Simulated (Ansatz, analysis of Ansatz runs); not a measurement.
# An added hole started on Ni in Ni2P2O7 (C2/m)

Question: does an added hole stay on the Ni atom where it is started in Ni2P2O7 (C2/m), and if so, how high is the barrier for a hop to another Ni site nearby? Model: a cell of 88 host atoms.

Calculated with Ansatz 0.2.0; plane-wave PAW DFT, PBEsol+U; relaxation of all atoms of a supercell at fixed charge in a uniform background; PAW set soft_1.

## Step 1: The structure

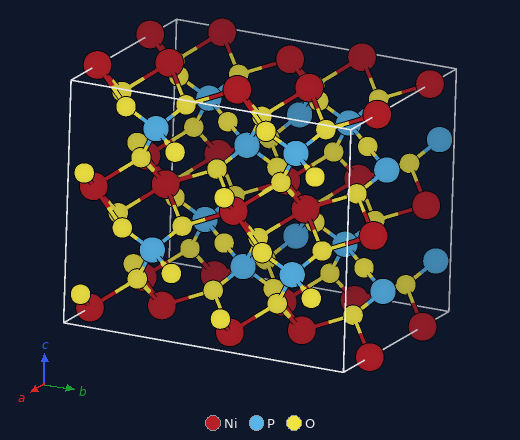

The cell as given, slightly off an axis (nickel red, phosphorus blue, oxygen yellow). Some periodic images of atoms are drawn too.

The cell holds 88 atoms: 16 Ni, 16 P and 56 O. Cell: a = 10.450 Å, b = 10.450 Å, c = 8.936 Å, α = 97.7°, β = 97.7°, γ = 104.3°. It derives from Ni2P2O7 (space group C2/m). Nearest the centre at fractional (0.093, 0.657, 0.250): O33 at 1.28 Å, O29 at 1.74 Å, Ni23 at 1.90 Å, P26 at 1.94 Å, O30 at 2.08 Å, O28 at 2.48 Å, O27 at 2.50 Å, O75 at 2.54 Å.

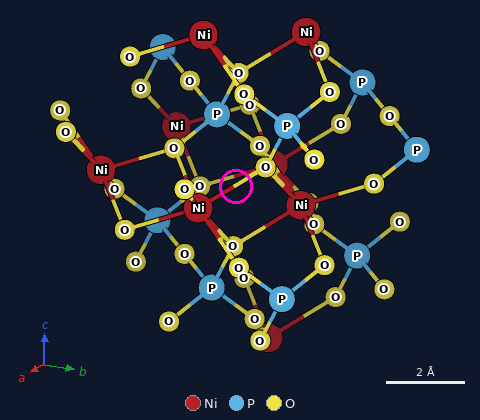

The atoms within 5 Å of the centre. A ring marks the centre wherever it is empty.

Hubbard terms: Ni d 5.0 eV. They were chosen, not fitted, to curb self-interaction in the shells named, the trial site's among them. The two sites are Ni24 and Ni68. The cell's shortest repeat is 8.9 Å. The host's moments were started antiferromagnetic in the unit cell, high spin; both sites carry the same spin direction.

## Step 2: The cell without the carrier

The neutral cell is relaxed first, from small random displacements, so that bond lengths and moments with the carrier can be set beside those of a relaxed cell without it.

The input, neutral.relax/input.yaml:

```yaml
crystal:
  lattice:
    - [6.41278138, -8.25047767, 0.00100909]
    - [6.41278138, 8.25047767, 0.00100909]
    - [-1.95584229, 0.0, 8.71927883]
  atoms:
    - { symbol: Ni, position: [0.156728, 0.343272, 0.25], spin: 2.0 }
    - { symbol: Ni, position: [0.343272, 0.156728, 0.25], spin: -2.0 }
    - { symbol: P, position: [0.388854, 0.388854, 0.046492] }
    - { symbol: P, position: [0.111146, 0.111146, 0.453508] }
    - { symbol: O, position: [0.0, 0.0, 0.0] }
    - { symbol: O, position: [0.309124, 0.309124, 0.390703] }
    - { symbol: O, position: [0.190876, 0.190876, 0.109297] }
    - { symbol: O, position: [0.193302, 0.037775, 0.361106] }
    - { symbol: O, position: [0.462225, 0.306698, 0.138894] }
    - { symbol: O, position: [0.306698, 0.462225, 0.138894] }
    - { symbol: O, position: [0.037775, 0.193302, 0.361106] }
    - { symbol: Ni, position: [0.156728, 0.343272, 0.75], spin: 2.0 }
    - { symbol: Ni, position: [0.343272, 0.156728, 0.75], spin: -2.0 }
    - { symbol: P, position: [0.388854, 0.388854, 0.546492] }
    - { symbol: P, position: [0.111146, 0.111146, 0.953508] }
    - { symbol: O, position: [0.0, 0.0, 0.5] }
    - { symbol: O, position: [0.309124, 0.309124, 0.890703] }
    - { symbol: O, position: [0.190876, 0.190876, 0.609297] }
    - { symbol: O, position: [0.193302, 0.037775, 0.861106] }
    - { symbol: O, position: [0.462225, 0.306698, 0.638894] }
    - { symbol: O, position: [0.306698, 0.462225, 0.638894] }
    - { symbol: O, position: [0.037775, 0.193302, 0.861106] }
    - { symbol: Ni, position: [0.156728, 0.843272, 0.25], spin: 2.0 }
    - { symbol: Ni, position: [0.343272, 0.656728, 0.25], spin: -2.0 }
    - { symbol: P, position: [0.388854, 0.888854, 0.046492] }
    - { symbol: P, position: [0.111146, 0.611146, 0.453508] }
    - { symbol: O, position: [0.0, 0.5, 0.0] }
    - { symbol: O, position: [0.309124, 0.809124, 0.390703] }
    - { symbol: O, position: [0.190876, 0.690876, 0.109297] }
    - { symbol: O, position: [0.193302, 0.537775, 0.361106] }
    - { symbol: O, position: [0.462225, 0.806698, 0.138894] }
    - { symbol: O, position: [0.306698, 0.962225, 0.138894] }
    - { symbol: O, position: [0.037775, 0.693302, 0.361106] }
    - { symbol: Ni, position: [0.156728, 0.843272, 0.75], spin: 2.0 }
    - { symbol: Ni, position: [0.343272, 0.656728, 0.75], spin: -2.0 }
    - { symbol: P, position: [0.388854, 0.888854, 0.546492] }
    - { symbol: P, position: [0.111146, 0.611146, 0.953508] }
    - { symbol: O, position: [0.0, 0.5, 0.5] }
    - { symbol: O, position: [0.309124, 0.809124, 0.890703] }
    - { symbol: O, position: [0.190876, 0.690876, 0.609297] }
    - { symbol: O, position: [0.193302, 0.537775, 0.861106] }
    - { symbol: O, position: [0.462225, 0.806698, 0.638894] }
    - { symbol: O, position: [0.306698, 0.962225, 0.638894] }
    - { symbol: O, position: [0.037775, 0.693302, 0.861106] }
    - { symbol: Ni, position: [0.656728, 0.343272, 0.25], spin: 2.0 }
    - { symbol: Ni, position: [0.843272, 0.156728, 0.25], spin: -2.0 }
    - { symbol: P, position: [0.888854, 0.388854, 0.046492] }
    - { symbol: P, position: [0.611146, 0.111146, 0.453508] }
    - { symbol: O, position: [0.5, 0.0, 0.0] }
    - { symbol: O, position: [0.809124, 0.309124, 0.390703] }
    - { symbol: O, position: [0.690876, 0.190876, 0.109297] }
    - { symbol: O, position: [0.693302, 0.037775, 0.361106] }
    - { symbol: O, position: [0.962225, 0.306698, 0.138894] }
    - { symbol: O, position: [0.806698, 0.462225, 0.138894] }
    - { symbol: O, position: [0.537775, 0.193302, 0.361106] }
    - { symbol: Ni, position: [0.656728, 0.343272, 0.75], spin: 2.0 }
    - { symbol: Ni, position: [0.843272, 0.156728, 0.75], spin: -2.0 }
    - { symbol: P, position: [0.888854, 0.388854, 0.546492] }
    - { symbol: P, position: [0.611146, 0.111146, 0.953508] }
    - { symbol: O, position: [0.5, 0.0, 0.5] }
    - { symbol: O, position: [0.809124, 0.309124, 0.890703] }
    - { symbol: O, position: [0.690876, 0.190876, 0.609297] }
    - { symbol: O, position: [0.693302, 0.037775, 0.861106] }
    - { symbol: O, position: [0.962225, 0.306698, 0.638894] }
    - { symbol: O, position: [0.806698, 0.462225, 0.638894] }
    - { symbol: O, position: [0.537775, 0.193302, 0.861106] }
    - { symbol: Ni, position: [0.656728, 0.843272, 0.25], spin: 2.0 }
    - { symbol: Ni, position: [0.843272, 0.656728, 0.25], spin: -2.0 }
    - { symbol: P, position: [0.888854, 0.888854, 0.046492] }
    - { symbol: P, position: [0.611146, 0.611146, 0.453508] }
    - { symbol: O, position: [0.5, 0.5, 0.0] }
    - { symbol: O, position: [0.809124, 0.809124, 0.390703] }
    - { symbol: O, position: [0.690876, 0.690876, 0.109297] }
    - { symbol: O, position: [0.693302, 0.537775, 0.361106] }
    - { symbol: O, position: [0.962225, 0.806698, 0.138894] }
    - { symbol: O, position: [0.806698, 0.962225, 0.138894] }
    - { symbol: O, position: [0.537775, 0.693302, 0.361106] }
    - { symbol: Ni, position: [0.656728, 0.843272, 0.75], spin: 2.0 }
    - { symbol: Ni, position: [0.843272, 0.656728, 0.75], spin: -2.0 }
    - { symbol: P, position: [0.888854, 0.888854, 0.546492] }
    - { symbol: P, position: [0.611146, 0.611146, 0.953508] }
    - { symbol: O, position: [0.5, 0.5, 0.5] }
    - { symbol: O, position: [0.809124, 0.809124, 0.890703] }
    - { symbol: O, position: [0.690876, 0.690876, 0.609297] }
    - { symbol: O, position: [0.693302, 0.537775, 0.861106] }
    - { symbol: O, position: [0.962225, 0.806698, 0.638894] }
    - { symbol: O, position: [0.806698, 0.962225, 0.638894] }
    - { symbol: O, position: [0.537775, 0.693302, 0.861106] }
basis:
  ecutwfc: 420
  xc_grid: 2
hamiltonian:
  xc: pbesol
  hubbard:
    sites: [{ species: Ni, l: d, u_eff: 5.0 }]
    projectors: ortho-atomic
  pseudopotentials: { kind: paw, azcp: { folder: soft_1 }, xc_functional: pbe }
kpoints:
  mp_grid: { grid: [1, 1, 1] }
magnetization:
  spin_polarized: true
  initial_magnetization: 0
  spin_locking: { lock_magnetization: hard }
scf:
  occupations: { method: fermi_dirac, width: 0.01 }
  max_iter: 120
  lower_state_search: "off"
output:
  forces: true
relax:
  f_tol: 0.02
  max_steps: 70
  random_displacement: { amplitude: 0.04, seed: 5621 }
checkpoint:
  write: "../neutral.relax.run"
  compress: false
  write_wavefunctions: true
  write_every: 100000
```

Launch:

```
$ ansatz run input.yaml --threads 4 --pin off --max-ram 18841MiB --backend cpu --events-out ev --progress --plain --runs-dir out
```

Numbers of over 12 decimals in the logs are rounded to 6 here.

The log of the run:

```text
[... repeated set-up lines and file paths are left out, and long positions are rounded to six places ...]
Engine: ansatz 0.2.0, aarch64-unknown-linux-gnu
Pseudopotentials: kind: paw
Pseudopotential: Ni, paw, valence charge 18, recommended cutoff 420 eV (normal), soft_1/Ni.paw.azcp
Pseudopotential: P, paw, valence charge 5, recommended cutoff 420 eV (normal), soft_1/P.paw.azcp
Pseudopotential: O, paw, valence charge 6, recommended cutoff 420 eV (normal), soft_1/O.paw.azcp
Functional definition: PBEsol
  exchange = pbesol_x
  correlation = pbesol_c
Crystal: 88 atoms, lattice volume = 922.681 Å³
Basis set: ecut = 420 eV, 18077 PW (Γ), exchange–correlation on 144×144×120 points (8 copies of the dense FFT grid, shifted against one another)
Bands: 440, of which v1, the nominal top of the filled ones, is band 352 counted from 1 (351 counted from 0)
Symmetry: 1 space group operations
k-points: 1
Non-local potential: Ni, projectors of the file, l = 0: 3, l = 1: 2, l = 2: 3, l = 3: 1
Non-local potential: P, projectors of the file, l = 0: 2, l = 1: 2, l = 2: 1
Non-local potential: O, projectors of the file, l = 0: 2, l = 1: 2, l = 2: 1
PAW form: soft (Blöchl's): semilocal exchange-correlation on the pseudo side does not see the compensation charge
PAW frozen core: Ni, regenerated for the run's functional, and the local potential with it (the file was generated under x = pbe(κ = 0.804, μ = 0.219515), c = pbe(β = 0.066725))
PAW frozen core: P, regenerated for the run's functional, and the local potential with it (the file was generated under x = pbe(κ = 0.804, μ = 0.219515), c = pbe(β = 0.066725))
[...]
atom  28  O     -0.00096235     0.00003805     0.00237754
  atom  29  O     -0.00015936     0.00055922    -0.00032676
  atom  30  O      0.00085538    -0.00192121    -0.00183534
  [... 2 atoms left out ...]
  atom  33  O     -0.00182247     0.00101651    -0.00126677
  [... 34 atoms left out ...]
  atom  68  Ni     0.00076350    -0.00268290    -0.00128803
  [... 6 atoms left out ...]
  atom  75  O      0.00138636    -0.00027914    -0.00053354
  [... 13 atoms left out ...]
  max |Σ_I F_I| component: 4.49e-5 eV/Å
--- Band table (eV) ---
  k-point 0 ↑: bands = ["-96.5166", "-96.5138", "-96.5120", "-96.5110", [... 432 left out ...] "17.3864", "17.3869", "17.6822", "17.6830"]
  k-point 0 ↓: bands = ["-96.5129", "-96.5119", "-96.5116", "-96.5106", [... 432 left out ...] "17.3864", "17.3867", "17.6821", "17.6827"]
Occupation matrices written to <dir>
--- Relaxed structure (5 steps of the walk, 5 accepted, 0 SCFs on fresh bases) ---
  F+E_penalty+E_count = -136117.69811670 eV   max|allowed force component| = 7.570e-3 eV/Å
  atoms:
    - { symbol: Ni, position: [0.156398, 0.343319, 0.249757] }
    - { symbol: Ni, position: [0.343219, 0.156618, 0.249821] }
    [... 20 atoms left out ...]
    - { symbol: Ni, position: [0.156627, 0.843523, 0.249867] }
    - { symbol: Ni, position: [0.343449, 0.656788, 0.249803] }
    [... 1 atom left out ...]
    - { symbol: P, position: [0.110948, 0.611368, 0.453362] }
    - { symbol: O, position: [0.000758, 0.499336, -0.000167] }
    - { symbol: O, position: [0.309387, 0.809425, 0.390576] }
    - { symbol: O, position: [0.190764, 0.690849, 0.109077] }
    - { symbol: O, position: [0.192811, 0.537779, 0.361020] }
    [... 2 atoms left out ...]
    - { symbol: O, position: [0.038029, 0.693764, 0.360976] }
    [... 34 atoms left out ...]
    - { symbol: Ni, position: [0.843511, 0.656845, 0.249818] }
    [... 6 atoms left out ...]
    - { symbol: O, position: [0.962228, 0.807134, 0.138485] }
    [... 13 atoms left out ...]
[key lines of the parts left out:]
SCF converged after 4 iterations
Magnetization: 0.0000 μB (352.0000 up, 352.0000 down)
Free energy (F): -136117.698117 eV
Fermi energy:    8.496272 (↑ 8.496739, ↓ 8.495848) eV
```

It took 2.6 min on 4 threads of Arm Neoverse V2, shared host; peak memory 2.5 GiB.

The largest displacement from an ideal site is 0.013 Å.

(Part 1 of 2 ends here.)

[Logs are printed without paths, hosts, clocks, repeated set-up lines and the standing remarks that a program may print on its own settings, such as how far it seeks lower states.]

[Hosts, paths, dates, database ids (printed as entryN), source tags and the programs' standing remarks are cut or masked in the printed files.]
